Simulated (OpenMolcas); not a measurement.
**[C4H2CuN2S2]2− (SMILES N#[C][Cu-2]1([C]#N)[S]C=C[S]1): a chain of runs**

We compute a series of 8 runs (ROHF/ANO-RCC-MB, CASSCF(9,5)/ANO-RCC-VDZP, CASPT2[IPEA 0](9,5)/ANO-RCC-VDZP, SC-NEVPT2(9,5)/ANO-RCC-VDZP, MC-PDFT[tBLYP](9,5)/ANO-RCC-VDZP) of [C4H2CuN2S2]2−. 

The calculation is run with OpenMolcas 26.06.

### 1 The structure to begin with

The species is [C4H2CuN2S2]2− (11 atoms), meant as a doublet with charge -2. SMILES: `N#[C][Cu-2]1([C]#N)[S]C=C[S]1`. The shape comes from GFN2-xTB, which is rough for such elements, and wasn't checked as a minimum.

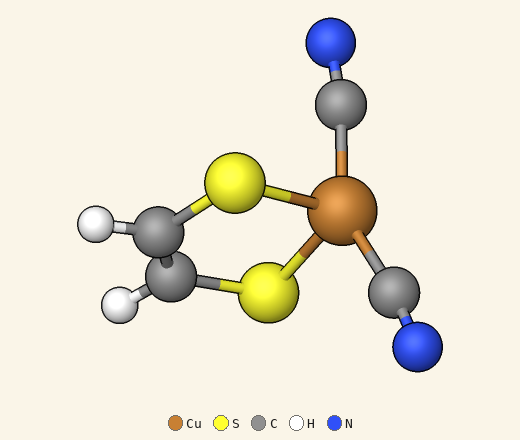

Viewed from a chosen angle; copper orange, sulfur yellow, carbon grey, hydrogen white, nitrogen blue.

### 2 A single-point energy at ROHF/ANO-RCC-MB (DKH2) (run 1)

step1.input

```
* C4H2CuN2S2 Hartree-Fock

&GATEWAY
 XBAS
 Cu.ANO-RCC-MB
 S.ANO-RCC-MB
 C.ANO-RCC-MB
 H.ANO-RCC-MB
 N.ANO-RCC-MB
 End of Basis
 ZMAT
 Cu1
 S2 1 2.288894
 C3 2 1.740531 1 95.7734
 C4 3 1.336006 2 124.87249 1 -3.61699
 S5 4 1.737026 3 126.06196 2 -0.60922
 H6 3 1.080463 4 121.34023 5 179.82534
 H7 4 1.081731 3 120.85148 6 -0.12556
 C8 1 1.907464 5 95.67219 4 97.27435
 N9 8 1.158806 5 129.39542 4 82.7805
 C10 1 1.913136 8 152.08276 5 -115.19067
 N11 10 1.158985 5 130.40733 4 -91.71779
 End of ZMAT

&SEWARD
 RELATIVISTIC
 R02E00

&SCF
 UHF
 CHARGE
 -2
 SPIN
 2
 PRORBITALS
 1 2

&RASSCF
 FILEORB
 $Project.UnaOrb
 SPIN
 2
 NACTEL
 1 0 0
 INACTIVE
 51
 RAS2
 1
 OUTORBITALS
 Canonical
 ORBLISTING
 Few
```

Command:

```sh
$ export MOLCAS_MEM=1860
$ pymolcas step1.input > step1.log
```

Standard output:

```text
--- Start Module: gateway ---
[...]
--- Stop Module: gateway /rc=_RC_ALL_IS_WELL_ ---
[...]
      Basis functions           68
[...]
--- Start Module: scf ---
[...]
       Convergence after  57 Iterations
[...]
::    Total SCF energy                              -2711.5930660046
[...]
      Total spin, S                                     0.5632437304
[...]
--- Stop Module: scf /rc=_RC_ALL_IS_WELL_ ---
[...]
--- Start Module: rasscf ---
[...]
      Number of active orbitals                  1
[...]
      Spin quantum number                      0.5
[...]
      Active orbitals                            1
[...]
      Number of CSFs                             1
[...]
      Number of root(s) required                 1
[...]
      Convergence after 14 iterations
[...]
      printout of CI-coefficients larger than  0.05 for root  1
      energy=   -2711.591148
      conf/sym  1     Coeff  Weight
             1  u   1.00000 1.00000
      Natural orbitals and occupation numbers for root  1
      sym 1:   1.000000
      ************************************************************************************************************************
      *                                                    Final results                                                     *
[...]
::    RASSCF root number  1 Total energy:  -2711.59114764
[...]
      Total electronic charge=  103.000000
      Total            charge=   -2.000000
[...]
      Dipole Moment (debye):
      Origin of the operator (angstrom)=    0.5567   -0.0271    0.4597
                   X= -6.4153E-01               Y=  2.4884E-01               Z= -1.5912E-01           Total=  7.0626E-01
      Center of Charge (angstrom)
[...]
--- Stop Module: rasscf /rc=_RC_ALL_IS_WELL_ ---
[...]
```

Run time: 29 s. Hardware: 1 thread of Arm Neoverse V1, shared host; peak memory 0.42 GiB.

### 3 The excited states at CASSCF(9,5)/ANO-RCC-VDZP (DKH2, RICD fitting, 5 states averaged) (run 2)

step2.inp

```
* C4H2CuN2S2 CASSCF
>>> EXPORT MOLCAS_PRINT=2

&GATEWAY
 XBAS
 Cu.ANO-RCC-MB
 S.ANO-RCC-MB
 C.ANO-RCC-MB
 H.ANO-RCC-MB
 N.ANO-RCC-MB
 End of Basis
 ZMAT
 Cu1
 S2 1 2.288894
 C3 2 1.740531 1 95.7734
 C4 3 1.336006 2 124.87249 1 -3.61699
 S5 4 1.737026 3 126.06196 2 -0.60922
 H6 3 1.080463 4 121.34023 5 179.82534
 H7 4 1.081731 3 120.85148 6 -0.12556
 C8 1 1.907464 5 95.67219 4 97.27435
 N9 8 1.158806 5 129.39542 4 82.7805
 C10 1 1.913136 8 152.08276 5 -115.19067
 N11 10 1.158985 5 130.40733 4 -91.71779
 End of ZMAT

&SEWARD
 Relativistic
 R02E00

&RASSCF
 FileOrb
 $CurrDir/step1.RasOrb
 Alter
 4
 1 31 48
 1 32 49
 1 33 50
 1 34 51
 Spin
 2
 Nactel
 9 0 0
 Inactive
 47
 Ras2
 5
 CIRoot
 5 5 1
 OrbListing
 Nothing
>>> COPY $Project.RunFile RUNFIL1
>>> COPY $Project.RasOrb INPORB

&GATEWAY
 XBAS
 Cu.ANO-RCC-VDZP
 S.ANO-RCC-VDZP
 C.ANO-RCC-VDZP
 H.ANO-RCC-VDZP
 N.ANO-RCC-VDZP
 End of Basis
 ZMAT
 Cu1
 S2 1 2.288894
 C3 2 1.740531 1 95.7734
 C4 3 1.336006 2 124.87249 1 -3.61699
 S5 4 1.737026 3 126.06196 2 -0.60922
 H6 3 1.080463 4 121.34023 5 179.82534
 H7 4 1.081731 3 120.85148 6 -0.12556
 C8 1 1.907464 5 95.67219 4 97.27435
 N9 8 1.158806 5 129.39542 4 82.7805
 C10 1 1.913136 8 152.08276 5 -115.19067
 N11 10 1.158985 5 130.40733 4 -91.71779
 End of ZMAT
 RICD

&SEWARD
 Relativistic
 R02E00
>>> COPY $Project.RunFile RUNFIL2

&EXPBAS

&RASSCF
 FileOrb
 $Project.ExpOrb
 Spin
 2
 Nactel
 9 0 0
 Inactive
 47
 Ras2
 5
 CIRoot
 5 5 1
 OrbListing
 Few
 OrbAppear
 Compact
```

Command:

```sh
$ export MOLCAS_MEM=1860
$ pymolcas step2.inp > step2.log
```

Standard output:

```text
--- Start Module: gateway ---
[...]
      Basis functions           68
[...]
      Number of active orbitals                  5
[...]
      Spin quantum number                      0.5
[...]
      Active orbitals                            5
[...]
      Number of CSFs                             5
[...]
      Number of root(s) required                 5
[...]
      Convergence after 19 iterations
[...]
      Natural orbitals and occupation numbers for root  1
      sym 1:   2.000000   2.000000   2.000000   2.000000   1.000000
      Natural orbitals and occupation numbers for root  2
      sym 1:   1.000000   2.000000   2.000000   2.000000   2.000000
      Natural orbitals and occupation numbers for root  3
      sym 1:   2.000000   2.000000   1.000000   2.000000   2.000000
[...]
::    RASSCF root number  1 Total energy:  -2711.58978952
::    RASSCF root number  2 Total energy:  -2711.56397438
[...]
      Basis functions          164
[...]
--- Start Module: expbas ---
[...]
      Convergence after 21 iterations
[...]
      Natural orbitals and occupation numbers for root  2
      sym 1:   1.000000   2.000000   2.000000   2.000000   2.000000
      Natural orbitals and occupation numbers for root  3
      sym 1:   1.000000   2.000000   2.000000   2.000000   2.000000
      Natural orbitals and occupation numbers for root  4
      sym 1:   2.000000   1.000000   2.000000   2.000000   2.000000
      Natural orbitals and occupation numbers for root  5
      sym 1:   2.000000   2.000000   2.000000   1.000000   2.000000
[...]
::    RASSCF root number  2 Total energy:  -2712.08658091
::    RASSCF root number  3 Total energy:  -2712.08411061
::    RASSCF root number  4 Total energy:  -2712.07442889
::    RASSCF root number  5 Total energy:  -2712.07032728
[...]
      Total electronic charge=  103.000000
      Total            charge=   -2.000000
[...]
```

It took 93 s on 1 thread of Arm Neoverse V1, shared host; peak memory 0.42 GiB.

The roots found:

| excited state | energy (eV) |
| --- | --- |
| 1 | 0.518 |
| 2 | 0.585 |
| 3 | 0.849 |
| 4 | 0.961 |

Runs 3 to 7 aren't shown in full; the table further down has their settings and results.

### 4 The energy at SC-NEVPT2(9,5)/ANO-RCC-VDZP (DKH2, RICD fitting, pt2 variant SC-NEVPT2) (run 8)

step8.inp

```
* C4H2CuN2S2 NEVPT2
&GATEWAY
XBAS
Cu.ANO-RCC-VDZP
S.ANO-RCC-VDZP
C.ANO-RCC-VDZP
H.ANO-RCC-VDZP
N.ANO-RCC-VDZP
End of Basis
ZMAT
Cu1
S2 1 2.288894
C3 2 1.740531 1 95.7734
C4 3 1.336006 2 124.87249 1 -3.61699
S5 4 1.737026 3 126.06196 2 -0.60922
H6 3 1.080463 4 121.34023 5 179.82534
H7 4 1.081731 3 120.85148 6 -0.12556
C8 1 1.907464 5 95.67219 4 97.27435
N9 8 1.158806 5 129.39542 4 82.7805
C10 1 1.913136 8 152.08276 5 -115.19067
N11 10 1.158985 5 130.40733 4 -91.71779
End of ZMAT
RICD
&SEWARD
RELATIVISTIC=R02E00
&RASSCF
FILEORB=$CurrDir/step2.RasOrb
SPIN=2
NACTEL=9 0 0
INACTIVE=47
RAS2=5
ORBLISTING=Few
ORBAPPEAR=Compact
&CASPT2
SC-NEVPT2
```

Command:

```sh
$ export MOLCAS_MEM=1860
$ pymolcas step8.inp > step8.log
```

Standard output:

```text
--- Start Module: gateway ---
[...]
--- Stop Module: gateway /rc=_RC_ALL_IS_WELL_ ---
[...]
      Basis functions          164
[...]
--- Start Module: rasscf ---
[...]
      Number of active orbitals                  5
[...]
      Spin quantum number                      0.5
[...]
      Active orbitals                            5
[...]
      Number of CSFs                             5
[...]
      Number of root(s) required                 1
[...]
      Convergence after 24 iterations
[...]
      printout of CI-coefficients larger than  0.05 for root  1
      energy=   -2712.109710
      conf/sym  11111     Coeff  Weight
             1  2222u   1.00000 1.00000
      Natural orbitals and occupation numbers for root  1
      sym 1:   2.000000   2.000000   2.000000   2.000000   1.000000
      ************************************************************************************************************************
      *                                                    Final results                                                     *
[...]
::    RASSCF root number  1 Total energy:  -2712.10971002
[...]
      Total electronic charge=  103.000000
      Total            charge=   -2.000000
[...]
      Dipole Moment (debye):
      Origin of the operator (angstrom)=    0.5567   -0.0271    0.4597
                   X=  8.1430E-02               Y=  2.2763E-01               Z=  4.6777E-01           Total=  5.2655E-01
      Center of Charge (angstrom)
[...]
--- Stop Module: rasscf /rc=_RC_ALL_IS_WELL_ ---
[...]
--- Start Module: caspt2 ---
[...]
      E2 (Variational):          -1.7138466521
[...]
      E2 (Variational):          -1.7138277387
      Total energy:           -2713.8235377572
[...]
      Reference weight:           0.63958
[...]
::    SC-NEVPT2 Root  1     Total energy:  -2713.82353776
[...]
--- Stop Module: caspt2 /rc=_RC_ALL_IS_WELL_ ---
[...]
```

Run time: 79 s. Hardware: 1 thread of Arm Neoverse V1, shared host; peak memory 0.32 GiB.

### 5 Overview of the runs

| run | level | integral approximation | task | energy (Eh) | wall time |
| --- | --- | --- | --- | --- | --- |
| 1 | ROHF/ANO-RCC-MB (DKH2) | none | energy | -2711.591148 | 29 s |
| 2 | CASSCF(9,5)/ANO-RCC-VDZP (DKH2, RICD fitting, 5 states averaged) | RICD | excited | -2712.105627 | 93 s |
| 3 | CASSCF(9,5)/ANO-RCC-VDZP (DKH2, RICD fitting, multiplet size 2, 5 states averaged) | RICD | magnetism | -2712.105627 | 41 s |
| 4 | CASPT2[IPEA 0](9,5)/ANO-RCC-VDZP (DKH2, RICD fitting, ipea shift 0 Eh, multiplet size 2, pt2 variant XMS, 5 states averaged) | RICD | magnetism | -2713.883298 | 1.8 min |
| 5 | SC-NEVPT2(9,5)/ANO-RCC-VDZP (DKH2, RICD fitting, pt2 variant QD-SC-NEVPT2, 5 states averaged) | RICD | excited | -2713.822893 | 78 s |
| 6 | MC-PDFT[tBLYP](9,5)/ANO-RCC-VDZP (DKH2, RICD fitting, 5 states averaged) | RICD | excited | -2716.605848 | 70 s |
| 7 | CASPT2[IPEA 0](9,5)/ANO-RCC-VDZP (DKH2, RICD fitting, ipea shift 0 Eh, pt2 variant SS) | RICD | energy | -2713.873621 | 87 s |
| 8 | SC-NEVPT2(9,5)/ANO-RCC-VDZP (DKH2, RICD fitting, pt2 variant SC-NEVPT2) | RICD | energy | -2713.823538 | 79 s |

### 6 What came out

| quantity | value |
| --- | --- |
| run 8, SC-NEVPT2(9,5)/ANO-RCC-VDZP: total energy | -2713.82354 Eh |

**Reading.** In run 1 the basis is minimal, so the values are rough. All runs together took 9.8 min, the longest 1.8 min.
